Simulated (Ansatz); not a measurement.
# GaH₄+ (singlet): the correlation ladder at distance H3–H5 = 1.446 Å, cc-pVDZ

How much of the correlation energy of GaH₄+ (singlet) does each wave-function method recover here?

Program: Ansatz 0.2.0, Gaussian basis. Level of theory: cc-pVDZ, core rule «outside noble gas», up to 14 orbitals frozen. These are calculated values, not measurements.

Plan: UHF; CCSD(T) on RHF; CCSD(T) on UHF; BCCD(T) on RHF; CISD; CCSDT(Q) on RHF; CCSDT(Q) on UHF; CASSCF and MRCISD+Q, 2 electrons in 2 orbitals; CASSCF and NEVPT2, 2 electrons in 2 orbitals; Full CI.

45 further runs of the same task are left out: 24 for a known fault of the program, 16 that didn't finish, 5 set aside as unsound or not needed.

## (1) The geometry

The geometry derives from a PBE0/def2-TZVP stationary point (not a proven minimum). One bond is set to the value named and the two fragments are kept rigid. No spin-orbit coupling is included. The filled d shell of Ga may be among the frozen orbitals whatever the setting's name suggests; the logs give the count.

5 atoms, charge 1, spin multiplicity 1.

Atoms are counted from 1 here; the program's logs count them from 0.

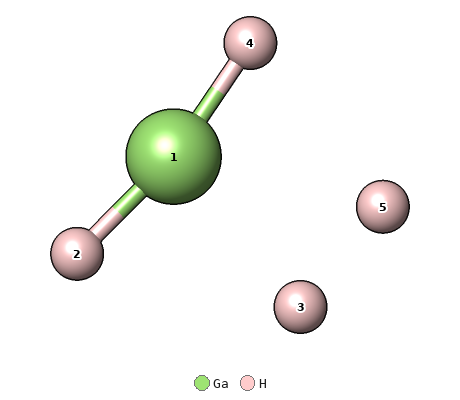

The structure; gallium green, hydrogen pink; atoms are numbered from 1 in the order of the file.

Coordinates:

```xyz
5
charge 1, multiplicity 1
Ga    0.0000    0.0093   -0.0552
H     0.0000    1.5300   -0.1979
H     0.0000    0.3918    2.1069
H     0.0000   -1.5114   -0.1979
H     0.0000   -1.0542    2.1069
```

## (2) UHF

File in.yaml:

```yaml
crystal:
  periodic: [false, false, false]
  atoms:
    - {symbol: Ga, position_ang: [0.000000, 0.009306, -0.055194]}
    - {symbol: H, position_ang: [0.000000, 1.529979, -0.197915]}
    - {symbol: H, position_ang: [0.000000, 0.391828, 2.106890]}
    - {symbol: H, position_ang: [0.000000, -1.511367, -0.197915]}
    - {symbol: H, position_ang: [0.000000, -1.054172, 2.106890]}
basis:
  gaussian: {orbitals: cc-pVDZ}
total_charge: 1
magnetization: {spin_polarized: true, initial_magnetization: 0}
hamiltonian: {xc: hf}
output: {orbitals: {seedname: orbitals}}
```

The run is started by

```bash
> ansatz run in.yaml --threads 1 --pin off --events-out ev --progress --plain --max-ram 2393MiB
```

Further steps of the session: CCSD(T) on RHF; CCSD(T) on UHF; BCCD(T) on RHF; CISD; CCSDT(Q) on RHF; CCSDT(Q) on UHF; CASSCF and MRCISD+Q, 2 electrons in 2 orbitals; CASSCF and NEVPT2, 2 electrons in 2 orbitals; Full CI.

Q: Predict the results of all the runs planned. Wanted: FCI below the RHF energy; RMP2 from FCI; RCCSD from FCI; RCCSD(T) from FCI; RCCSDT(Q) from FCI; NEVPT2 pair from FCI; MRCISD+Q pair from FCI; T1 diagnostic; effectively unpaired electrons.

The runs gave:

| quantity | value |
| --- | --- |
| FCI below the RHF energy | -3.3266 eV |
| RMP2 from FCI | +92.8 kJ/mol |
| RCCSD from FCI | +5.0 kJ/mol |
| RCCSD(T) from FCI | +1.3 kJ/mol |
| RCCSDT(Q) from FCI | +0.1 kJ/mol |
| NEVPT2 pair from FCI | +57.1 kJ/mol |
| MRCISD+Q pair from FCI | -1.3 kJ/mol |
| levels within 1 kcal/mol (43 meV) | RCCSD(T), BCCD(T), RCCSDT, RCCSDT(Q), MRCISD+Q pair |
| T1 diagnostic | 0.016 |
| effectively unpaired electrons | 0.13 |

RCCSD(T) lands +1.3 kJ/mol from the yardstick (0.4 % of the correlation energy). MRCISD+Q pair falls below full CI: the +Q correction isn't variational, and the cores differ from full CI's. One determinant dominates. Of the multireference levels listed MRCISD+Q pair comes nearest in total energy (-1.3 kJ/mol), which doesn't show that its space is the better one. These misses are within one basis, not against nature.
